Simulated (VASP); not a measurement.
Band structure of Be3CdS4 (ordered alloy cell). Computed with PBEsol GGA, VASP's PBE PAW potentials (set 64) (plane waves; VASP).

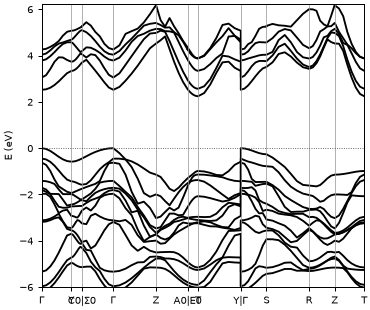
Bands along high-symmetry lines, zero at the valence-band maximum or, without a gap, the Fermi level

**Question.** Read the plot: is there a gap, and where are the band edges?

**Answer.** The gap is indirect, 2.25 eV, from the valence maximum at Γ to the conduction minimum at T. (Edges off the drawn lines would not show.)

The structure was generated: Be3CdS4 was put into an ordered model structure (Amm2), which need not be its known phase. It was relaxed first.
